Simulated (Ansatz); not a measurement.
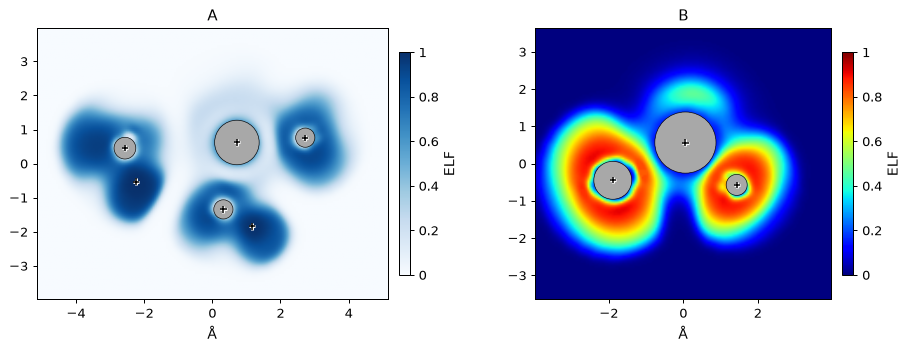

The electron localisation function of 2 systems, each on a plane through atoms (crosses mark nuclei in the plane; grey discs cover the cores).

All numbers below come from RKS PBE-D4/def2-SVP in Ansatz.

System 1: H$_{4}$O$_{3}$Sn···NH$_{3}$, the plane of atoms O3, Sn1 and O7. Core potentials replace the inner electrons of Sn; not at a stationary point (largest force 0.8 eV/Å).

```xyz
12

Sn   -0.0803   -0.1779    0.1392
H    -0.0339   -0.0166    1.8672
O     1.7933   -0.2738   -0.5594
H     1.8559   -0.9916   -1.2241
O    -0.9847    1.4564   -0.5862
H    -1.5186    1.2078   -1.3711
O    -1.0250   -1.7718   -0.6409
H    -1.5028   -2.2455    0.0687
N     1.4514    2.3610    1.5690
H     2.1753    1.8981    0.9980
H     0.7841    2.7675    0.8949
H     0.9282    1.5809    2.0286
```

System 2: ClGeH$_{3}$O, the plane of atoms Cl3, Ge1 and O4. Not at a stationary point (largest force 1.0 eV/Å).

```xyz
6

Ge   -0.0083   -0.0659    0.2874
H     0.3141   -0.0055    1.7848
Cl    2.1516    0.1346   -0.0622
O    -0.9328    1.3774   -0.2125
H    -1.2345    1.2969   -1.1353
H    -0.5543   -1.3446   -0.3933
```

Q: Which map belongs to which system?

A: Panel A is system 1, H$_{4}$O$_{3}$Sn···NH$_{3}$: the plane holds Sn, O, H and N. Sn–O (2.00 Å): the ELF peaks at about 0.85 in the valence shell of O, 0.6 Å from its nucleus, and drops to about 0.15 between the two atoms. Panel B is system 2, ClGeH$_{3}$O: the plane holds Ge, Cl and O. Ge–O (1.79 Å): the ELF peaks at about 0.85 in the valence shell of O, 0.6 Å from its nucleus, and is about 0.35 at the midpoint.
